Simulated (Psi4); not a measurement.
**[H2]+ (SMILES [H][H+]) at UPBE0/cc-pVDZ (sweep point 1)**

What is the vertical electron affinity of [H2]+ at UPBE0/cc-pVDZ (sweep point 1)? 

The results are computed with Psi4 1.11.

### Step 1. The molecule

[H2]+ has 2 atoms, charge +1, and is taken as a doublet. SMILES: `[H][H+]`. The coordinates come from a GFN2-xTB relaxation.

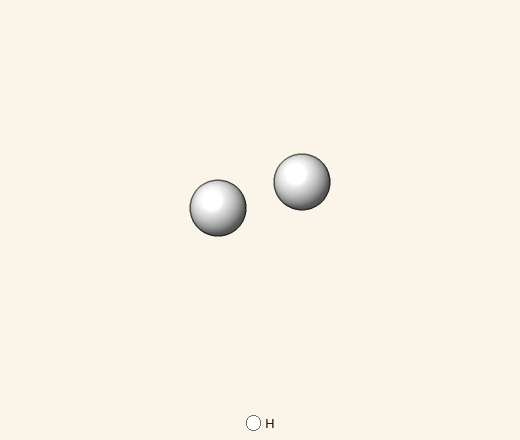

Viewed from a chosen angle; hydrogen white.

### Step 2. The energy at UPBE0/cc-pVDZ (sweep point 1)

calc.in reads:

```
memory 1600 mb

molecule m {
  1 2
  H      0.00000000     0.00000000     0.00000000
  H      0.00000000     0.00000000     1.94057865
  units au
  symmetry c1
}

set basis cc-pVDZ
set reference uks
set puream true
set scf_type pk
set dft_radial_points 99
set dft_spherical_points 590
set maxiter 150

E, wfn = energy("pbe0", return_wfn=True)
```

Command:

```sh
$ psi4 calc.in calc.out -n 1
```

calc.out, cut to the lines that bear on the results:

```text
[...]
  Running in c1 symmetry.
[...]
  Nuclear repulsion =    0.515310214301286
[...]
  Multiplicity = 2
[...]
  Nalpha       = 1
  Nbeta        = 0
[...]
    Number of basis functions: 10
[...]
   @UKS iter   1:    -0.58901313966873    3.55219e-01   1.24140e-02 DIIS/ADIIS
[...]
   @UKS iter   4:    -0.60649675369964   -1.61225e-09   3.56437e-07 DIIS
[...]
   @S^2 Observed:                7.500000000E-01
[...]
    Orbital Energies [Eh]
    ---------------------
    Alpha Occupied:
       1A     -0.943619
    Alpha Virtual:
       2A     -0.406802     3A      0.006780     4A      0.168227
       5A      0.541507     6A      0.541507     7A      0.874550
       8A      1.110793     9A      1.110793    10A      1.905549
    Beta Occupied:
    Beta Virtual:
[...]
  @UKS Final Energy:    -0.60649675369964
   => Energetics <=
    Nuclear Repulsion Energy =              0.5153102143012859
    One-Electron Energy =                  -1.1152440880481964
    Two-Electron Energy =                   0.2511459756023878
    DFT Exchange-Correlation Energy =      -0.2577088555551192
    Empirical Dispersion Energy =           0.0000000000000000
    VV10 Nonlocal Energy =                  0.0000000000000000
    Total Energy =                         -0.6064967536996420
[...]
 Multipole Moments:
 ------------------------------------------------------------------------------------
     Multipole            Electronic (a.u.)      Nuclear  (a.u.)        Total (a.u.)
 ------------------------------------------------------------------------------------
 L = 1.  Multiply by 2.5417464519 to convert [e a0] to [Debye]
 Dipole X            :         -0.0000000            0.0000000           -0.0000000
 Dipole Y            :          0.0000000            0.0000000            0.0000000
 Dipole Z            :          0.0000000            0.0000000            0.0000000
 Magnitude           :                                                    0.0000000
[...]
```

Wall time 2 s (1 thread of Intel Xeon Platinum 8488C (Sapphire Rapids), shared host); peak memory 0.23 GiB.

### Step 3. Singlet neutral H2

job.inp reads:

```
memory 1.6 GB

molecule geom {
  0 1
  H      0.00000000     0.00000000     0.00000000
  H      0.00000000     0.00000000     1.94057865
  units bohr
  symmetry c1
}

set {
  basis cc-pVDZ
  reference rks
  puream true
  scf_type pk
  dft_radial_points 99
  dft_spherical_points 590
}

e, wfn = energy("pbe0", return_wfn=True)
```

Command:

```sh
$ psi4 job.inp job.out -n 1
```

job.out, cut to the lines that bear on the results:

```text
[...]
  Running in c1 symmetry.
[...]
  Nuclear repulsion =    0.515310214301286
[...]
  Multiplicity = 1
[...]
  Nalpha       = 1
  Nbeta        = 1
[...]
    Number of basis functions: 10
[...]
   @RKS iter   1:    -1.13452440735049   -1.90292e-01   3.03430e-03 DIIS/ADIIS
[...]
   @RKS iter   4:    -1.13534958846177   -9.87485e-10   1.92138e-08 DIIS
[...]
    Orbital Energies [Eh]
    ---------------------
    Doubly Occupied:
       1A     -0.388760
    Virtual:
       2A      0.020044     3A      0.404025     4A      0.592634
       5A      1.065385     6A      1.065385     7A      1.400787
       8A      1.610015     9A      1.610015    10A      2.422155
    Final Occupation by Irrep:
              A
    DOCC [     1 ]
    NA   [     1 ]
[...]
  @RKS Final Energy:    -1.13534958846177
   => Energetics <=
    Nuclear Repulsion Energy =              0.5153102143012859
    One-Electron Energy =                  -2.1865700808953141
    Two-Electron Energy =                   1.0089087946763486
    DFT Exchange-Correlation Energy =      -0.4729985165440906
    Empirical Dispersion Energy =           0.0000000000000000
    VV10 Nonlocal Energy =                  0.0000000000000000
    Total Energy =                         -1.1353495884617701
[...]
 Multipole Moments:
 ------------------------------------------------------------------------------------
     Multipole            Electronic (a.u.)      Nuclear  (a.u.)        Total (a.u.)
 ------------------------------------------------------------------------------------
 L = 1.  Multiply by 2.5417464519 to convert [e a0] to [Debye]
 Dipole X            :          0.0000000            0.0000000            0.0000000
 Dipole Y            :         -0.0000000            0.0000000           -0.0000000
 Dipole Z            :          0.0000000            0.0000000            0.0000000
 Magnitude           :                                                    0.0000000
[...]
```

It took 1.8 s on 1 thread of Intel Xeon Platinum 8488C (Sapphire Rapids), shared host; peak memory 0.23 GiB.

### Step 4. Results

Level: UPBE0/cc-pVDZ (sweep point 1).

| quantity | value |
| --- | --- |
| doublet [H2]+: total energy | -0.60650 Eh |
| doublet [H2]+: HOMO energy (highest over α and β) | -25.68 eV |
| doublet [H2]+: ⟨S²⟩ | 0.750 |
| singlet neutral H2: total energy | -1.13535 Eh |
| singlet neutral H2: dipole moment | 0.00 D |
| singlet neutral H2: HOMO energy | -10.58 eV |
| singlet neutral H2: LUMO energy | 0.55 eV |
| singlet neutral H2: HOMO–LUMO gap | 11.12 eV |
| vertical electron affinity (to the singlet neutral) | 14.391 eV |

In words: At fixed nuclei the extra electron is bound by 14.39 eV (1389 kJ/mol).
